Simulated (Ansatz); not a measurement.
# C2H3F3 (1,1,1-trifluoroethane) at 6 levels

We compute a comparison of 6 runs (HF/STO-3G, HF/3-21G, B3LYP/cc-pVDZ, BHLYP/cc-pVDZ, PBE0/cc-pVDZ, MP2/cc-pVDZ) of C2H3F3 (1,1,1-trifluoroethane). 

The results are computed with Ansatz 0.2.0.

53 further runs of the same task are left out: 1 that didn't finish, 52 set aside as unsound or not needed.

### Step 1. Starting point

C2H3F3 has 8 atoms, charge 0, and is taken as a singlet. As SMILES, `CC(F)(F)F`. The C1–C2 distance was set to 2.245 Å, away from the relaxed value. At this shape a bond of the SMILES string is far longer than usual.

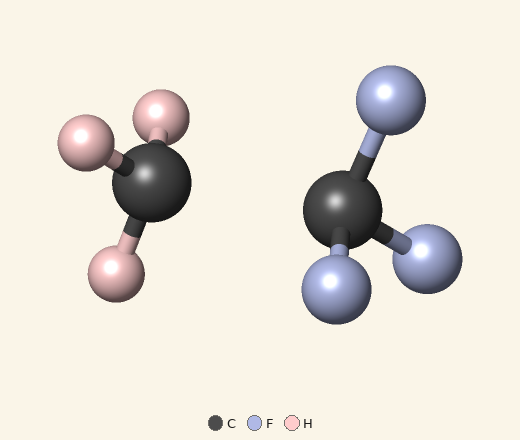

The structure, seen from a chosen angle (carbon dark grey, fluorine light blue, hydrogen pink).

### Step 2. A single-point energy at HF/STO-3G (run 1)

molecule.yaml

```yaml
crystal:
  periodic: [false, false, false]
  atoms:
    - {symbol: C, position_ang: [-1.201938, -0.267208, 0.919129]}
    - {symbol: C, position_ang: [0.557600, 0.109900, -0.423700]}
    - {symbol: F, position_ang: [1.692800, -0.382000, 0.093900]}
    - {symbol: F, position_ang: [0.395200, -0.458200, -1.627700]}
    - {symbol: F, position_ang: [0.754200, 1.420300, -0.629900]}
    - {symbol: H, position_ang: [-1.028138, 0.210092, 1.882529]}
    - {symbol: H, position_ang: [-1.324538, -1.340308, 1.058829]}
    - {symbol: H, position_ang: [-2.099138, 0.147392, 0.461629]}
basis:
  gaussian:
    orbitals: STO-3G
magnetization:
  spin_polarized: false
hamiltonian:
  xc: hf
accuracy: high
output: {orbitals: {seedname: orbitals}}
```

On the command line:

```
ansatz run molecule.yaml --threads 1 --pin off --max-ram 3480MiB --events-out events.jsonl --progress --plain --runs-dir runs
```

What it wrote:

```text
Warning: RAYON_NUM_THREADS=1 ignored (pool sized by the plan → 1); use --threads N
Functional definition: HF
  name "HF"
  exchange = exact_x
  correlation = 0
570 factors; integrals over basis functions are off by at most 5.3e-8 eV
mean field evaluation 1: about -10078.3081 eV, gradient 3.7e1 eV
mean field evaluation 2: about -10078.4902 eV, gradient 3.7e1 eV
mean field evaluation 4: about -10083.2098 eV, gradient 2.5e0 eV
mean field evaluation 8: about -10083.2379 eV, gradient 1.0e-4 eV
mean field -10083.23793849 eV, -370.5521595754 hartree, gradient 9.8e-9 eV, S^2 0.000000; 0 other end points of the search recorded, 0 dependent functions left out
reference -10083.23793849 eV, -370.5521595754 hartree; 21, 21 occupied and 7, 7 virtual orbitals, 570 factors
Total energy: -10083.23793849 eV, -370.5521595754 hartree
```

Wall time 0.22 s (1 thread of Arm Neoverse V1, shared host).

### Step 3. A single-point energy at HF/3-21G (run 2)

run.yaml

```yaml
crystal:
  periodic: [false, false, false]
  atoms:
    - {symbol: C, position_ang: [-1.201938, -0.267208, 0.919129]}
    - {symbol: C, position_ang: [0.557600, 0.109900, -0.423700]}
    - {symbol: F, position_ang: [1.692800, -0.382000, 0.093900]}
    - {symbol: F, position_ang: [0.395200, -0.458200, -1.627700]}
    - {symbol: F, position_ang: [0.754200, 1.420300, -0.629900]}
    - {symbol: H, position_ang: [-1.028138, 0.210092, 1.882529]}
    - {symbol: H, position_ang: [-1.324538, -1.340308, 1.058829]}
    - {symbol: H, position_ang: [-2.099138, 0.147392, 0.461629]}
basis:
  gaussian: {orbitals: 3-21G.json}
magnetization: {spin_polarized: false}
hamiltonian: {xc: hf}
accuracy: high
output: {orbitals: {seedname: orbitals}}
```

The basis set 3-21G is read from a file made from the Basis Set Exchange's data (not shown).

On the command line:

```
ansatz run run.yaml --threads 1 --pin off --max-ram 3480MiB --events-out events.jsonl --progress --plain --runs-dir runs
```

What it wrote:

```text
Warning: RAYON_NUM_THREADS=1 ignored (pool sized by the plan → 1); use --threads N
[... 4 set-up lines as earlier in the session ...]
1115 factors; integrals over basis functions are off by at most 7.2e-9 eV
mean field evaluation 1: about -10163.6442 eV, gradient 4.0e1 eV
mean field evaluation 2: about -10163.9415 eV, gradient 4.1e1 eV
mean field evaluation 4: about -10168.0991 eV, gradient 2.7e0 eV
mean field evaluation 8: about -10168.1439 eV, gradient 1.4e-1 eV
mean field evaluation 16: about -10168.1440 eV, gradient 2.7e-8 eV
mean field -10168.14400517 eV, -373.6723999745 hartree, gradient 2.7e-8 eV, S^2 0.000000; 0 other end points of the search recorded, 0 dependent functions left out
reference -10168.14400517 eV, -373.6723999745 hartree; 21, 21 occupied and 30, 30 virtual orbitals, 1115 factors
Total energy: -10168.14400517 eV, -373.6723999745 hartree
```

Wall time 0.52 s (1 thread of Arm Neoverse V1, shared host); peak memory 0.1 GiB.

Runs 3 to 5 aren't shown in full; the table further down has their settings and results.

### Step 4. A single-point energy at MP2/cc-pVDZ (run 6)

run.yaml: that of step 3 with these lines changed.

```diff
@@ -1 +1,3 @@
+basis:
+  gaussian: {orbitals: cc-pVDZ}
 crystal:
@@ -11,7 +13,3 @@
     - {symbol: H, position_ang: [-2.099138, 0.147392, 0.461629]}
-basis:
-  gaussian: {orbitals: 3-21G.json}
-magnetization: {spin_polarized: false}
-hamiltonian: {xc: hf}
+correlation: {method: mp2, frozen_orbitals: {C: 1, F: 1, H: 0}}
 accuracy: high
-output: {orbitals: {seedname: orbitals}}
```

On the command line:

```
ansatz run run.yaml --threads 1 --pin off --max-ram 3480MiB --events-out events.jsonl --progress --plain --runs-dir runs
```

What it wrote:

```text
Warning: RAYON_NUM_THREADS=1 ignored (pool sized by the plan → 1); use --threads N
[... 4 set-up lines as earlier in the session ...]
1908 factors; integrals over basis functions are off by at most 3.5e-9 eV
mean field evaluation 1: about -10218.8963 eV, gradient 4.5e1 eV
mean field evaluation 2: about -10219.0487 eV, gradient 4.6e1 eV
mean field evaluation 4: about -10223.6896 eV, gradient 3.1e0 eV
mean field evaluation 8: about -10223.7484 eV, gradient 2.7e-1 eV
mean field evaluation 16: about -10223.7487 eV, gradient 1.5e-8 eV
mean field -10223.74871067 eV, -375.7158352114 hartree, gradient 1.6e-8 eV, S^2 0.000000; 0 other end points of the search recorded, 0 dependent functions left out; unrestricted orbitals would lower it
5 core orbitals not correlated: weight in the atoms' cores, before any rotation towards them, 1.000 or more for the frozen orbitals, at most 0.000 for the correlated occupied ones
reference -10223.74871067 eV, -375.7158352114 hartree; 16, 16 occupied and 64, 64 virtual orbitals, 1908 factors
second order -23.03798095 eV of doubles, -0.00000000 eV of singles
Total energy: -10246.78669162 eV, -376.5624653956 hartree
```

It took 3.3 s on 1 thread of Arm Neoverse V1, shared host; peak memory 0.22 GiB.

### Step 5. The series

```
run          level  frozen core orbitals  energy (Eh)  HOMO energy (eV)  LUMO energy (eV)  HOMO–LUMO gap (eV)  wall time
  1      HF/STO-3G                     –  -370.552160             -8.18              5.86               14.04     0.22 s
  2       HF/3-21G                     –  -373.672400            -11.46              2.93               14.39     0.52 s
  3  B3LYP/cc-pVDZ                     –  -377.479063             -8.19             -1.50                6.69      6.9 s
  4  BHLYP/cc-pVDZ                     –  -377.310767             -9.67             -0.17                9.50      8.1 s
  5   PBE0/cc-pVDZ                     –  -377.102802             -8.46             -1.24                7.22      6.6 s
  6    MP2/cc-pVDZ                     5  -376.562465                 –                 –                   –      3.3 s
```

### Step 6. Summary of results

| quantity | value |
| --- | --- |
| run 6: total energy | -376.56247 Eh |
| run 6: correlation energy (5 core orbitals frozen) | -846.6 mEh |

**Reading.** Over runs 1, 2, 3, 4, 5 the HOMO–LUMO gap runs from 6.69 eV (B3LYP/cc-pVDZ) to 14.39 eV (HF/3-21G). The two ends differ in method and basis. Totals of different functionals can't be ranked against each other. In run 6 the log says that unrestricted orbitals would lower the reference, so the values rest on an unstable closed-shell determinant (other closed-shell runs at this shape may share the fault). In run 1 the basis is minimal, so the values are rough. All runs together took 26 s, the longest 8.1 s.
